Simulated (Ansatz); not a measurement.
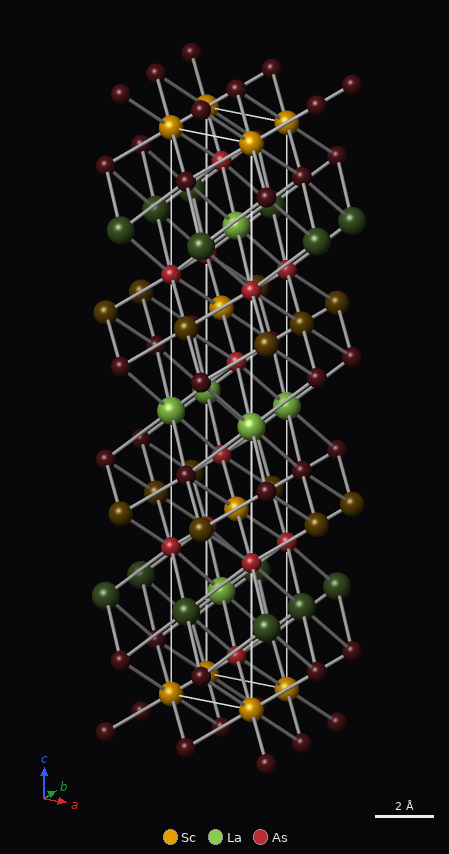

The figure gives a ball-and-stick picture of the atoms, viewed slightly off an axis. Atoms at the boundary of the conventional unit cell (the box) are drawn once for each face, edge or corner they touch. Every bond is drawn to its end, so some atoms lie outside the box, in fainter colours.

LaScAs2, space group R-3m (No. 166), a = 4.143 Å, b = 4.143 Å, c = 20.138 Å, α = 90.00°, β = 90.00°, γ = 120.00°. Source of the structure: a structure type filled with these elements by a generator (whether the compound takes this form wasn't checked). Earlier steps of the study may have refined or changed the cell and positions. A calculation with Ansatz used it as input.

This one geometry was computed with Ansatz (DFT, plane waves, PAW) at three levels of theory: r2SCAN, PBE and PBE with spin-orbit coupling. It was relaxed beforehand with r2SCAN.

Q: How does the band gap change with the level of theory?

A: All levels give a metal.

Q: Collect the results in a table.

A:
| level | cutoff (eV) | k-mesh of the run's cell | gap (eV) | pressure (GPa) |
| --- | --- | --- | --- | --- |
| r2SCAN | 500 | 8×8×8 | metal | 0.0 |
| PBE | 420 | 8×8×8 | metal | 0.0 |
| PBE with spin-orbit coupling | 420 | 8×8×8 | metal | 0.0 |

Gaps are taken on the k-mesh or band path of each run.
